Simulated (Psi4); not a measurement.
# C2H8N2 (1,1-dimethylhydrazine): levels of theory compared

Aim: a comparison of 5 runs (B3LYP/6-31G*, BHLYP/6-31G*, CAM-B3LYP/6-31G*, M06-L/6-31G*, PBE0/6-31G*) of C2H8N2 (1,1-dimethylhydrazine). 

Program for the calculation: Psi4 1.11.

## (1) Starting point

The species is C2H8N2 (12 atoms), meant as a singlet with charge 0. SMILES: `CN(C)N`. The C1–H5 distance was set to 2.406 Å, away from the relaxed value. At this shape a bond of the SMILES string is far longer than usual.

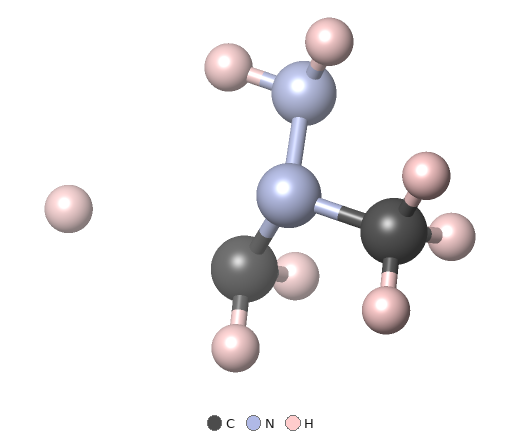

The structure, seen from a chosen angle (carbon dark grey, nitrogen light blue, hydrogen pink).

## (2) Energy and gradient at B3LYP/6-31G(d) (spherical functions) (run 1)

Input file calc.in:

```
memory 2200 mb

molecule geom {
  C
  N 1 1.444678
  C 2 1.444779 1 110.39899
  N 2 1.451313 1 106.87722 3 115.88291
  H 1 2.4056 2 109.82564 3 179.2683
  H 1 1.102502 2 112.37544 3 -59.9637
  H 1 1.091145 6 109.29242 2 -121.07936
  H 3 1.091163 2 108.94751 1 -61.3444
  H 3 1.093405 8 107.88791 2 119.17075
  H 3 1.10247 8 109.29688 9 117.6875
  H 4 1.017555 2 105.13735 1 65.91837
  H 4 1.017561 11 104.05391 2 -110.27366
  symmetry c1
}

set {
  basis                6-31G*
  reference            rks
  puream               true
  e_convergence        1e-09
  d_convergence        1e-08
  scf_type             pk
  dft_radial_points    99
  dft_spherical_points 590
}

E = gradient("b3lyp")
```

On the command line:

```bash
$ psi4 -i calc.in -o calc.out -n 1
```

calc.out:

```text
[...]
  Running in c1 symmetry.
[...]
  Nuclear repulsion =  136.414977716553295
[...]
  Multiplicity = 1
[...]
  Nalpha       = 17
  Nbeta        = 17
[...]
    Number of basis functions: 72
[...]
   @RKS iter   1:  -189.75960279565007   -7.37800e-02   1.25996e-02 ADIIS/DIIS
[...]
   @RKS iter  13:  -190.30681773637428   -9.49285e-12   5.89698e-09 DIIS
[...]
  @RKS Final Energy:  -190.30681773637428
   => Energetics <=
    Nuclear Repulsion Energy =            136.4149777165532953
    One-Electron Energy =                -525.8661455014635067
    Two-Electron Energy =                 221.4010414729178819
    DFT Exchange-Correlation Energy =     -22.2566914243819305
    Empirical Dispersion Energy =           0.0000000000000000
    VV10 Nonlocal Energy =                  0.0000000000000000
    Total Energy =                       -190.3068177363742848
[...]
 Multipole Moments:
 ------------------------------------------------------------------------------------
     Multipole            Electronic (a.u.)      Nuclear  (a.u.)        Total (a.u.)
 ------------------------------------------------------------------------------------
 L = 1.  Multiply by 2.5417464519 to convert [e a0] to [Debye]
 Dipole X            :          0.2537031           -0.3257660           -0.0720629
 Dipole Y            :         -0.3695099           -0.3580890           -0.7275988
 Dipole Z            :          2.0387415           -1.3109538            0.7277877
 Magnitude           :                                                    1.0316337
[...]
  -Total Gradient:
     Atom            X                  Y                   Z
    ------   -----------------  -----------------  -----------------
       1        0.004862642802     0.002383313822    -0.020707600576
       2       -0.009850720547    -0.023974715419     0.033553862484
       3        0.007305941014     0.014779255212    -0.002428921707
       4       -0.004409930947     0.000083877376    -0.001501898371
       5       -0.001177639835     0.043290757124    -0.016411498419
       6       -0.004568772896    -0.022879601528     0.006129322011
       7        0.003791625986    -0.011518840604     0.003833494284
       8        0.001822705566     0.001778840674    -0.000170673867
       9        0.000425450085    -0.000881370441    -0.002219680359
      10       -0.000055809042    -0.000507255473    -0.000395257064
      11        0.001527080977    -0.003582382405     0.005406651952
      12        0.000330682355     0.001032006254    -0.005086977958
[...]
```

It took 26 s on 1 thread of AMD EPYC 7B13 (Zen 3), shared host; peak memory 1.5 GiB.

## (3) Energy and gradient at BHLYP/6-31G(d) (spherical functions) (run 2)

Input file calc.inp:

```
memory 2.2 GB

molecule {
  0 1
  C
  N 1 R2
  C 2 R3 1 A3
  N 2 R4 1 A4 3 D4
  H 1 R5 2 A5 3 D5
  H 1 R6 2 A6 3 D6
  H 1 R7 6 A7 2 D7
  H 3 R8 2 A8 1 D8
  H 3 R9 8 A9 2 D9
  H 3 R10 8 A10 9 D10
  H 4 R11 2 A11 1 D11
  H 4 R12 11 A12 2 D12

  R2 = 1.444678
  R3 = 1.444779
  A3 = 110.39899
  R4 = 1.451313
  A4 = 106.87722
  D4 = 115.88291
  R5 = 2.4056
  A5 = 109.82564
  D5 = 179.2683
  R6 = 1.102502
  A6 = 112.37544
  D6 = -59.9637
  R7 = 1.091145
  A7 = 109.29242
  D7 = -121.07936
  R8 = 1.091163
  A8 = 108.94751
  D8 = -61.3444
  R9 = 1.093405
  A9 = 107.88791
  D9 = 119.17075
  R10 = 1.10247
  A10 = 109.29688
  D10 = 117.6875
  R11 = 1.017555
  A11 = 105.13735
  D11 = 65.91837
  R12 = 1.017561
  A12 = 104.05391
  D12 = -110.27366
  symmetry c1
}

set basis 6-31G*
set puream true
set e_convergence 1e-09
set d_convergence 1e-08
set scf_type pk
set dft_radial_points 99
set dft_spherical_points 590

e_tot, wfn = gradient("bhhlyp", return_wfn=True)
oeprop(wfn, "LOWDIN_CHARGES", "QUADRUPOLE", "DIPOLE")
print_variables()
```

On the command line:

```bash
$ psi4 -i calc.inp -o calc.out -n 1
```

calc.out:

```text
[...]
  Running in c1 symmetry.
[...]
  Nuclear repulsion =  136.414977716553295
[...]
  Multiplicity = 1
[...]
  Nalpha       = 17
  Nbeta        = 17
[...]
    Number of basis functions: 72
[...]
   @RKS iter   1:  -189.84272243265738   -4.07551e-01   9.38078e-03 DIIS/ADIIS
[...]
   @RKS iter  13:  -190.16073109284105   -3.46745e-12   4.22945e-09 DIIS
[...]
    Orbital Energies [Eh]
    ---------------------
    Doubly Occupied:
       1A    -14.851343     2A    -14.819931     3A    -10.671464
       4A    -10.621971     5A     -1.115759     6A     -0.925795
       7A     -0.813581     8A     -0.701858     9A     -0.585299
      10A     -0.574885    11A     -0.521127    12A     -0.490986
      13A     -0.467614    14A     -0.454893    15A     -0.400914
      16A     -0.295175    17A     -0.254804
[...]
  @RKS Final Energy:  -190.16073109284105
   => Energetics <=
    Nuclear Repulsion Energy =            136.4149777165532953
    One-Electron Energy =                -525.7660091040847874
    Two-Electron Energy =                 213.4378920467149499
    DFT Exchange-Correlation Energy =     -14.2475917520244746
    Empirical Dispersion Energy =           0.0000000000000000
    VV10 Nonlocal Energy =                  0.0000000000000000
    Total Energy =                       -190.1607310928410470
[...]
  -Total Gradient:
     Atom            X                  Y                   Z
    ------   -----------------  -----------------  -----------------
       1        0.004113625402     0.005030720390    -0.022799609520
       2       -0.015001233339    -0.024998532866     0.032405625175
       3        0.005400929105     0.014046290097     0.000429098028
       4        0.003992448866    -0.003621503116    -0.004231914538
       5       -0.001300756101     0.052291856801    -0.019500267253
       6        0.000208486851    -0.026391240741     0.004164801095
       7       -0.001074452522    -0.016380622597     0.002718826130
       8       -0.003024058282    -0.000975448281    -0.002007222419
       9        0.000272410535    -0.001641021726     0.004397925448
      10        0.004856894046    -0.003870349490    -0.002197325795
      11        0.001333962930     0.005132343092     0.002374922705
      12        0.000223850396     0.001379978691     0.004245640625
[...]
```

It took 24 s on 1 thread of AMD EPYC 7B13 (Zen 3), shared host; peak memory 1.5 GiB.

Run 3 isn't shown in full; the table further down has it.

## (4) The energy at M06-L/6-31G(d) (spherical functions) (run 4)

Input file calc.py:

```python
import psi4

psi4.set_memory('2200 MB')
psi4.set_num_threads(1)
psi4.core.set_output_file('psi4.out', False)

geom = psi4.geometry("""
0 1
C      0.11543014     2.11097715     1.07208320
N      1.63494002    -0.11733121     1.49502281
C      2.94264940     0.06211719     3.88497834
N     -0.09578455    -2.23577088     1.69142204
H     -2.00059636     1.79567446    -2.93895876
H     -1.32231129     2.38372132     2.55504578
H      1.35002601     3.76125608     1.00841833
H      4.19772990     1.69754287     3.84030521
H      4.10435853    -1.62166658     4.17590167
H      1.63231330     0.24362538     5.49447697
H     -0.88979077    -2.39881645    -0.05228494
H      1.02737417    -3.78946591     1.84020018
units au
symmetry c1
no_reorient
no_com
""")

psi4.set_options({
    'basis': '6-31G*',
    'puream': True,
    'e_convergence': 1e-09,
    'd_convergence': 1e-08,
    'scf_type': 'pk',
    'dft_radial_points': 99,
    'dft_spherical_points': 590,
})

result, w = psi4.energy('m06-l', molecule=geom, return_wfn=True)
psi4.oeprop(w, 'QUADRUPOLE', 'WIBERG_LOWDIN_INDICES', 'MULLIKEN_CHARGES')
print('E =', round(result, 9))
for k, v in sorted(psi4.core.scalar_variables().items()):
    print(f'{k:45s} {v:18.10f}')
```

On the command line:

```bash
$ python calc.py
```

psi4.out:

```text
[...]
  Running in c1 symmetry.
[...]
  Nuclear repulsion =  136.414986656447866
[...]
  Multiplicity = 1
[...]
  Nalpha       = 17
  Nbeta        = 17
[...]
    Number of basis functions: 72
[...]
   @RKS iter   1:  -189.68856938921815   -4.34711e-02   1.28959e-02 DIIS/ADIIS
[...]
   @RKS iter  15:  -190.27343777517257   -2.55795e-13   1.40377e-09 DIIS
[...]
  @RKS Final Energy:  -190.27343777517257
   => Energetics <=
    Nuclear Repulsion Energy =            136.4149866564478657
    One-Electron Energy =                -525.7767380616216997
    Two-Electron Energy =                 226.5510355265127771
    DFT Exchange-Correlation Energy =     -27.4627218965115176
    Empirical Dispersion Energy =           0.0000000000000000
    VV10 Nonlocal Energy =                  0.0000000000000000
    Total Energy =                       -190.2734377751725674
[...]
 Multipole Moments:
 ------------------------------------------------------------------------------------
     Multipole            Electronic (a.u.)      Nuclear  (a.u.)        Total (a.u.)
 ------------------------------------------------------------------------------------
 L = 1.  Multiply by 2.5417464519 to convert [e a0] to [Debye]
 Dipole X            :        -36.5000984           37.2216690            0.7215706
 Dipole Y            :          0.9870961           -1.3612774           -0.3741813
 Dipole Z            :        -67.2188355           67.9705876            0.7517521
 Magnitude           :                                                    1.1071617
 L = 2.  Multiply by 1.3450342976 to convert [e a0^2] to [Debye ang]
 Quadrupole XX       :       -137.6307929          117.3623129          -20.2684799
 Quadrupole XY       :         -0.0126295            0.1572125            0.1445831
[...]
  Mulliken Charges: (a.u.)
   Center  Symbol    Alpha    Beta     Spin     Total
       1     C     3.08160  3.08160  0.00000 -0.16320
       2     N     3.63762  3.63762  0.00000 -0.27524
       3     C     3.18240  3.18240  0.00000 -0.36480
       4     N     3.81916  3.81916  0.00000 -0.63832
       5     H     0.57853  0.57853  0.00000 -0.15706
       6     H     0.41145  0.41145  0.00000  0.17711
       7     H     0.41288  0.41288  0.00000  0.17423
       8     H     0.40348  0.40348  0.00000  0.19304
       9     H     0.40817  0.40817  0.00000  0.18366
      10     H     0.41413  0.41413  0.00000  0.17174
      11     H     0.32081  0.32081  0.00000  0.35838
[...]
```

The script printed:

```text
E = -190.273437775
CURRENT ENERGY                                   -190.2734377752
CURRENT REFERENCE ENERGY                         -190.2734377752
DD SOLVATION ENERGY                                 0.0000000000
DFT FUNCTIONAL TOTAL ENERGY                      -190.2734377752
DFT TOTAL ENERGY                                 -190.2734377752
DFT VV10 ENERGY                                     0.0000000000
DFT XC ENERGY                                     -27.4627218965
GRID ELECTRONS ALPHA                               16.9999993302
GRID ELECTRONS BETA                                16.9999993302
GRID ELECTRONS TOTAL                               33.9999986605
NUCLEAR REPULSION ENERGY                          136.4149866564
ONE-ELECTRON ENERGY                              -525.7767380616
PCM POLARIZATION ENERGY                             0.0000000000
PE ENERGY                                           0.0000000000
SCF ITERATION ENERGY                             -190.2734377752
SCF ITERATIONS                                     15.0000000000
SCF TOTAL ENERGY                                 -190.2734377752
TWO-ELECTRON ENERGY                               226.5510355265
XC GRID RADIAL POINTS                              99.0000000000
XC GRID SPHERICAL POINTS                          590.0000000000
XC GRID TOTAL POINTS                           656982.0000000000
```

Run time: 59 s. Hardware: 1 thread of AMD EPYC 7B13 (Zen 3), shared host; peak memory 1.3 GiB.

## (5) Energy and forces at PBE0/6-31G(d) (spherical functions) (run 5)

Input file input.in:

```
memory 2200 MB

molecule geom {
  C      0.061083     1.117081     0.567322
  N      0.865173    -0.062089     0.791132
  C      1.557183     0.032871     2.055842
  N     -0.050687    -1.183119     0.895062
  H     -1.058670     0.950230    -1.555230
  H     -0.699737     1.261411     1.352072
  H      0.714403     1.990371     0.533632
  H      2.221343     0.898301     2.032202
  H      2.171933    -0.858149     2.209792
  H      0.863783     0.128921     2.907552
  H     -0.470857    -1.269399    -0.027668
  H      0.543663    -2.005299     0.973792
  symmetry c1
  no_reorient
  no_com
}

set basis 6-31G*
set puream true
set e_convergence 1e-09
set d_convergence 1e-08
set scf_type pk
set dft_radial_points 99
set dft_spherical_points 590

e_tot, wfn = gradient("pbe0", return_wfn=True)
```

On the command line:

```bash
$ psi4 input.in input.out -n 1
```

input.out:

```text
[...]
  Running in c1 symmetry.
[...]
  Nuclear repulsion =  136.414986634681895
[...]
  Multiplicity = 1
[...]
  Nalpha       = 17
  Nbeta        = 17
[...]
    Number of basis functions: 72
[...]
   @RKS iter   1:  -189.60922116644375   -1.48711e-01   1.14025e-02 DIIS/ADIIS
[...]
   @RKS iter  13:  -190.07029093111032   -1.61435e-11   3.53430e-09 DIIS
[...]
  @RKS Final Energy:  -190.07029093111032
   => Energetics <=
    Nuclear Repulsion Energy =            136.4149866346818953
    One-Electron Energy =                -525.8155171895400599
    Two-Electron Energy =                 220.0228031036377558
    DFT Exchange-Correlation Energy =     -20.6925634798899196
    Empirical Dispersion Energy =           0.0000000000000000
    VV10 Nonlocal Energy =                  0.0000000000000000
    Total Energy =                       -190.0702909311103213
[...]
 Multipole Moments:
 ------------------------------------------------------------------------------------
     Multipole            Electronic (a.u.)      Nuclear  (a.u.)        Total (a.u.)
 ------------------------------------------------------------------------------------
 L = 1.  Multiply by 2.5417464519 to convert [e a0] to [Debye]
 Dipole X            :        -36.5594475           37.2216690            0.6622215
 Dipole Y            :          1.0876888           -1.3612774           -0.2735887
 Dipole Z            :        -67.2787904           67.9705877            0.6917973
 Magnitude           :                                                    0.9959777
[...]
  -Total Gradient:
     Atom            X                  Y                   Z
    ------   -----------------  -----------------  -----------------
       1       -0.016902301016     0.019045057356    -0.002283741140
       2        0.036984462711    -0.010833895579     0.019406619792
       3       -0.007036672805    -0.006646268044    -0.005540351085
       4       -0.002230038245    -0.003065065887    -0.002499230837
       5       -0.022913270115    -0.002352241295    -0.043874963926
       6        0.013867432766     0.005783472388     0.018608196301
       7        0.002289011058    -0.000413261219     0.012443237308
       8       -0.001914319141    -0.001290991375    -0.000460206566
       9       -0.001083246240     0.001792316629     0.001025948816
      10        0.000081481938     0.000562273866     0.000629884552
      11        0.001814115553    -0.004436368967     0.003710093079
      12       -0.002955693278     0.001857338275    -0.001164168409
[...]
```

Run time: 27 s. Hardware: 1 thread of AMD EPYC 7B13 (Zen 3), shared host; peak memory 1.5 GiB.

## (6) All runs side by side

```
run                                   level      task  energy (Eh)  dipole moment (D)  HOMO energy (eV)  LUMO energy (eV)  wall time
  1      B3LYP/6-31G* (spherical functions)  gradient  -190.306818               2.62             -5.58             -2.61       26 s
  2      BHLYP/6-31G* (spherical functions)  gradient  -190.160731               2.52             -6.93             -1.55       24 s
  3  CAM-B3LYP/6-31G* (spherical functions)  gradient  -190.190248               2.50             -7.04             -1.35       32 s
  4      M06-L/6-31G* (spherical functions)    energy  -190.273438               2.81             -4.86             -3.20       59 s
  5       PBE0/6-31G* (spherical functions)  gradient  -190.070291               2.53             -5.78             -2.42       27 s
```

## (7) Results

| quantity | value |
| --- | --- |
| run 5: total energy | -190.07029 Eh |
| run 5: dipole moment | 2.53 D |
| run 5: HOMO energy | -5.78 eV |
| run 5: LUMO energy | -2.42 eV |
| run 5: HOMO–LUMO gap | 3.37 eV |
| run 5: largest force on an atom | 2.548 eV/Å |

The dipole moment (its size) runs from 2.50 D (CAM-B3LYP/6-31G*) to 2.81 D (M06-L/6-31G*). The HOMO–LUMO gap runs from 1.66 eV (M06-L/6-31G*) to 5.69 eV (CAM-B3LYP/6-31G*). Totals of different functionals can't be ranked against each other. In runs 1, 2, 3, 4, 5 a closed-shell determinant meets a far-stretched bond, which it describes badly. All runs together took 2.8 min, the longest 59 s.
